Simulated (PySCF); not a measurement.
Core-level calculation of CH14N2Si4

CH14N2Si4, SMILES C[Si]([SiH3])(N[SiH3])N[SiH3], computed with delta-SCF UKS SCAN, pcX-2 on the ionised atom, pcseg-1 elsewhere, spin-free X2C (PySCF 2.14.0).

Figures and captions count atoms from 1; the log counts them from 0 in places.

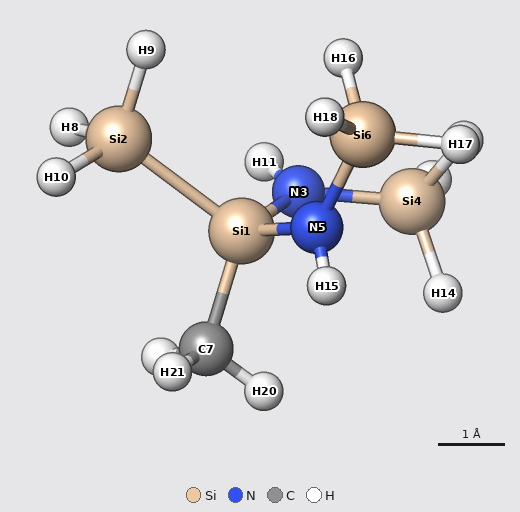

*The structure as given in the input (ball-and-stick view, seen at a tilt; atoms are numbered from 1 in the order of the input).*

Bond lengths as drawn: C–H 1.10 Å, C–Si 1.88 Å, H–N 1.01 to 1.02 Å, H–Si 1.49 to 1.50 Å, N–Si 1.74 to 1.75 Å and Si–Si 2.35 Å.

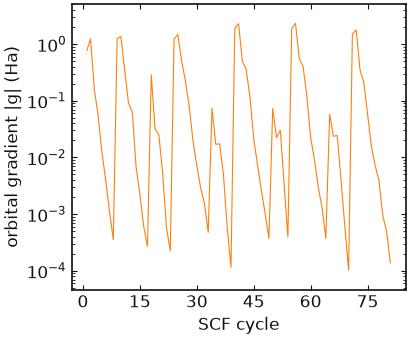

*Convergence of the self-consistent field: orbital gradient |g| against the SCF cycle.*

All cycles printed in the log are drawn one after another.

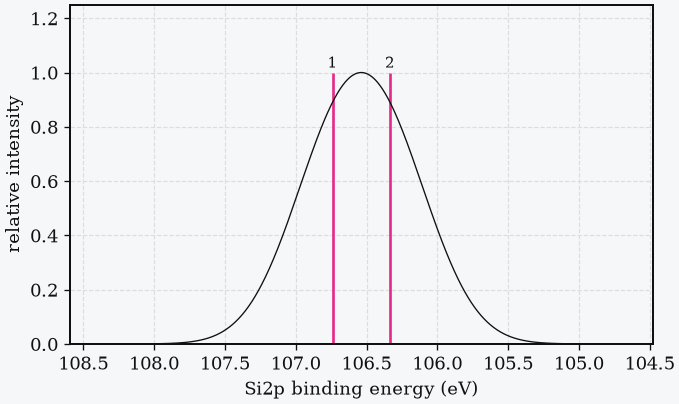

*Si2p binding energies by ΔSCF of the atoms computed, labelled by atom number, with a Gaussian envelope of 0.8 eV full width.*

They run from 106.33 eV (atom 2) to 106.74 eV (atom 1).

The input that produced these results follows, with the program's output.

### The input
```
{"job": {"kind": "xps", "holes": 5}, "charge": 0, "multiplicity": 1}
Si     0.388484    -0.577647     0.030671
Si     1.659427    -0.508605     2.011188
N     -1.282053    -0.765694     0.490528
Si    -2.622442    -0.142725    -0.434713
N      0.464085     0.906829    -0.890931
Si     0.203642     2.535292    -0.321445
C      1.010302    -1.936901    -1.101850
H      1.286169    -1.647165     2.914002
H      1.425254     0.764819     2.763006
H      3.125709    -0.617222     1.723684
H     -1.503443    -1.272500     1.341476
H     -2.771668     1.343446    -0.335245
H     -3.868928    -0.771999     0.099652
H     -2.488382    -0.483627    -1.884730
H      0.853904     0.812507    -1.825127
H     -0.410328     2.432055     1.033664
H     -0.705974     3.290624    -1.237040
H      1.479751     3.313574    -0.216642
H      0.950007    -2.917872    -0.606044
H      0.393062    -1.983116    -2.014201
H      2.058510    -1.768084    -1.395722
```

The first line tells a small driver script what to run in PySCF; the rest is the geometry in Å.

Launched with:
```bash
OMP_NUM_THREADS=1 python <driver script> task.json out
```

### What the program printed
```
ground state, core basis on atom 0 (Si), 226 functions
  cycle   1  E = -1316.19673701  |g| = 7.68e-01
  cycle   2  E = -1315.94869427  |g| = 1.24e+00
  cycle   3  E = -1316.32324042  |g| = 1.57e-01
  cycle   4  E = -1316.32973394  |g| = 5.45e-02
  cycle   5  E = -1316.33050052  |g| = 1.21e-02
  cycle   6  E = -1316.33054584  |g| = 3.98e-03
  cycle   7  E = -1316.33055156  |g| = 1.11e-03
  cycle   8  E = -1316.33055271  |g| = 3.53e-04
  E(ground) = -1316.42704712 Eh
hole in Si 2p of atom 0
  cycle   1  E = -1312.05431403  |g| = 1.25e+00
  cycle   2  E = -1311.63490495  |g| = 1.36e+00
[... 7 cycles left out ...]
  E(ion) = -1312.50519713 Eh   <S^2> = 0.7519   hole on atom = 1.003   binding energy = 106.719 eV
  2p3/2 = 106.532 eV   2p1/2 = 107.157 eV
ground state, core basis on atom 1 (Si), 226 functions
[... 6 cycles left out ...]
  E(ground) = -1316.41498235 Eh
hole in Si 2p of atom 1
[... 10 cycles left out ...]
  E(ion) = -1312.50775539 Eh   <S^2> = 0.7531   hole on atom = 1.002   binding energy = 106.321 eV
  2p3/2 = 106.126 eV   2p1/2 = 106.750 eV
ground state, core basis on atom 2 (N), 215 functions
[... 6 cycles left out ...]
  E(ground) = -1316.37909722 Eh
hole in N 1s of atom 2
[... 10 cycles left out ...]
  E(ion) = -1301.54001129 Eh   <S^2> = 0.7657   hole on atom = 1.000   binding energy = 403.792 eV
ground state, core basis on atom 4 (N), 215 functions
[... 5 cycles left out ...]
  E(ground) = -1316.37901404 Eh
hole in N 1s of atom 4
[... 10 cycles left out ...]
  E(ion) = -1301.53436676 Eh   <S^2> = 0.7656   hole on atom = 1.000   binding energy = 403.943 eV
ground state, core basis on atom 6 (C), 215 functions
[... 6 cycles left out ...]
  E(ground) = -1316.36507414 Eh
hole in C 1s of atom 6
[... 1 cycle left out ...]
  cycle   2  E = -1304.34757877  |g| = 1.78e+00
  cycle   3  E = -1305.51596476  |g| = 3.49e-01
  cycle   4  E = -1305.54822210  |g| = 2.13e-01
  cycle   5  E = -1305.56918864  |g| = 5.80e-02
  cycle   6  E = -1305.57057263  |g| = 1.57e-02
  cycle   7  E = -1305.57069312  |g| = 7.13e-03
  cycle   8  E = -1305.57071405  |g| = 3.89e-03
  cycle   9  E = -1305.57072200  |g| = 9.46e-04
  cycle  10  E = -1305.57072272  |g| = 5.01e-04
  cycle  11  E = -1305.57072348  |g| = 1.38e-04
  E(ion) = -1305.70794106 Eh   <S^2> = 0.7671   hole on atom = 1.000   binding energy = 289.995 eV
```

### Results in brief

- outcome: converged
- hardware: 1 CPU thread, shared host
- wall time: 2.6 min
- peak memory: 0.98 GiB
